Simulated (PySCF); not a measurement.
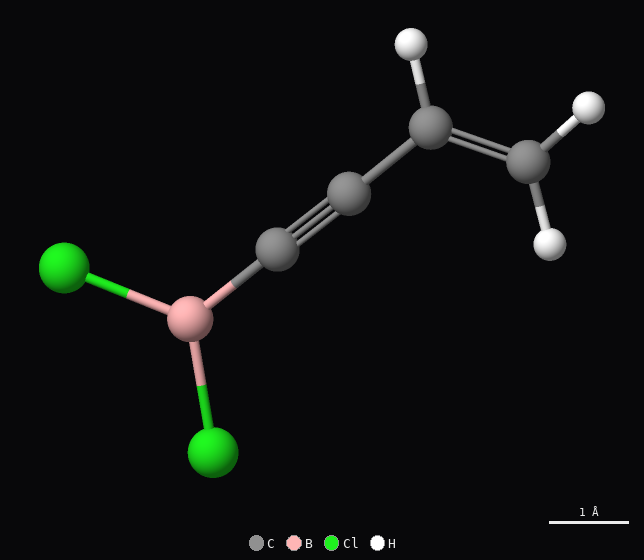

Double and triple bonds are drawn as two and three sticks.

The geometry was computed by an optimisation with PBE0-D3(BJ)/def2-SVP. No frequency run is at hand to confirm it as a minimum.

What does the picture show?

Formula C₄H₃BCl₂. SMILES: `C=CC#CB(Cl)Cl`. It has no ring. Among its groups: alkene, alkyne. All atoms lie on one plane. Coordination: 2 C trigonal planar; 2 C linear; 1 B trigonal planar.

The parts below concern this one geometry. Atoms keep their numbers from picture to picture.

### Core levels

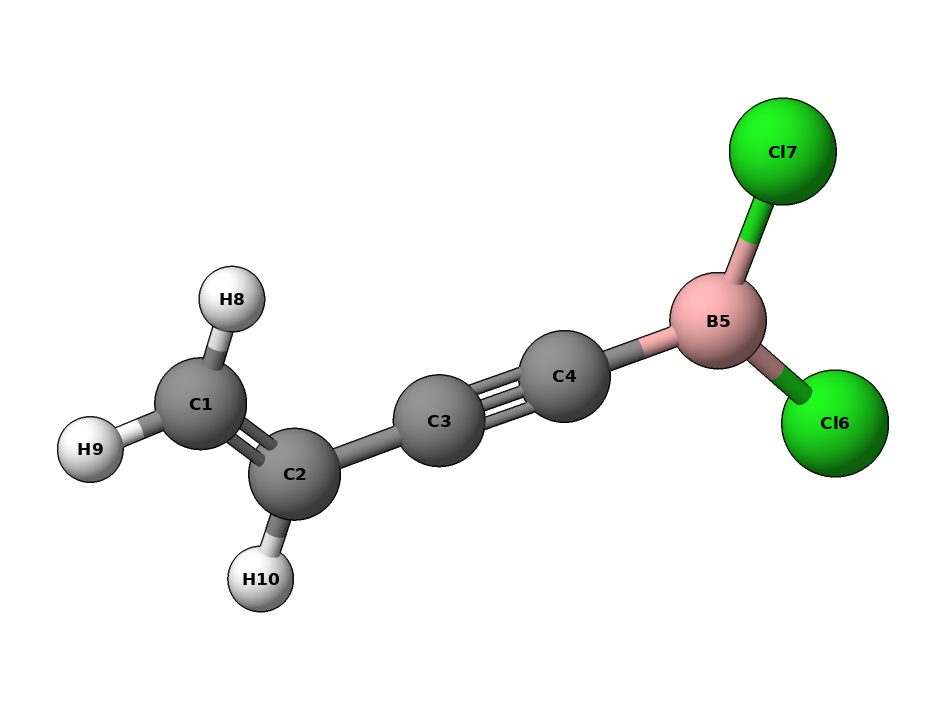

No frequency run is at hand to confirm it as a minimum. Properties computed with delta-SCF UKS PBE, pcX-2 on the ionised atom, pcseg-1 elsewhere, spin-free X2C (PySCF 2.14.0).

Give the core-electron binding energies (to vacuum; p and d levels without spin–orbit splitting) of C1 1s, C2 1s, C3 1s, C4 1s, B5 1s, Cl6 1s, Cl6 2p.

| atom | level | binding energy (eV) |
| --- | --- | --- |
| C1 | 1s | 290.0 |
| C2 | 1s | 290.9 |
| C3 | 1s | 290.1 |
| C4 | 1s | 289.4 |
| B5 | 1s | 196.9 |
| Cl6 | 1s | 2824.2 |
| Cl6 | 2p | 205.7 |

### Excitation

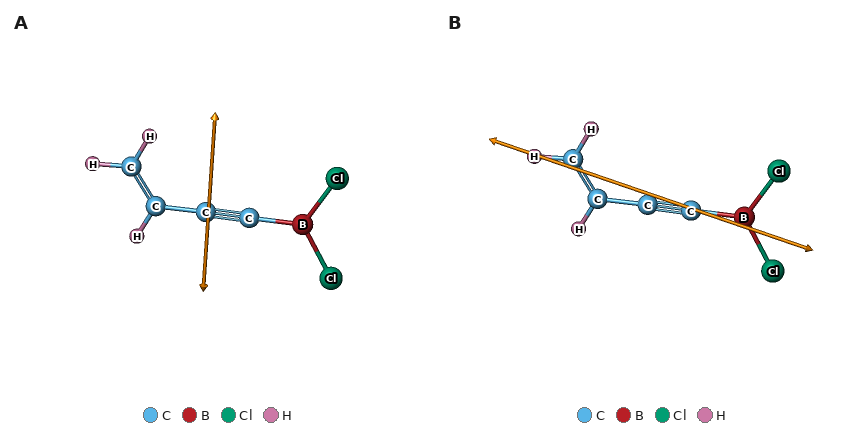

The double arrows show the directions of two transition dipoles from the ground state (lengths mean nothing). No frequency run is at hand to confirm it as a minimum. Method: TDDFT PBE0/def2-TZVP, vertical, gas phase, core orbitals frozen in the response (PySCF 2.14.0).

Question: One belongs to singlet state 2 and one to singlet state 5. Which is which?

Answer: A: state 5, 5.97 eV (208 nm), oscillator strength 0.071, mainly HOMO−3 → LUMO (weight 0.97).
B: state 2, 4.53 eV (274 nm), oscillator strength 0.44, mainly HOMO → LUMO (weight 0.90).

### Polarisability

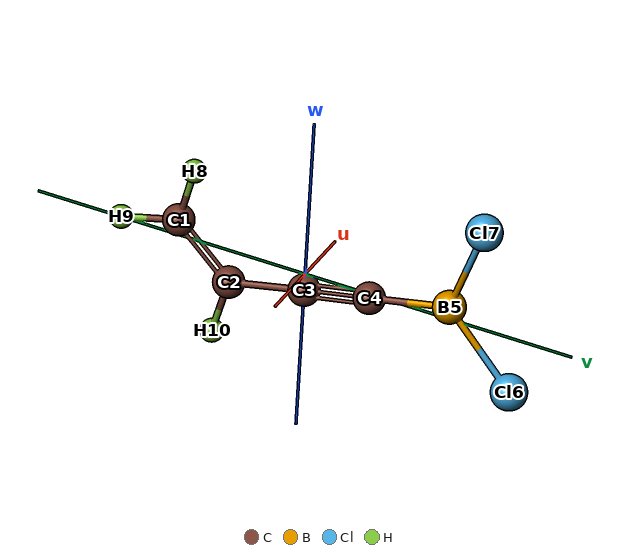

The lines u, v and w are the principal axes of the static dipole polarisability. No frequency run is at hand to confirm it as a minimum. Method: PBE0/def2-SVPD (PySCF 2.14.0).

Question: Along which axis is the molecule most polarisable, and along which least?

Answer: Most along v (in the molecular plane, close to the long direction C1···Cl6), least along u (normal to the molecular plane).

Question: Give the three principal values.

Answer: u 56.4, v 159.7, w 86.7 bohr³; mean 100.9, anisotropy 92.0 bohr³.
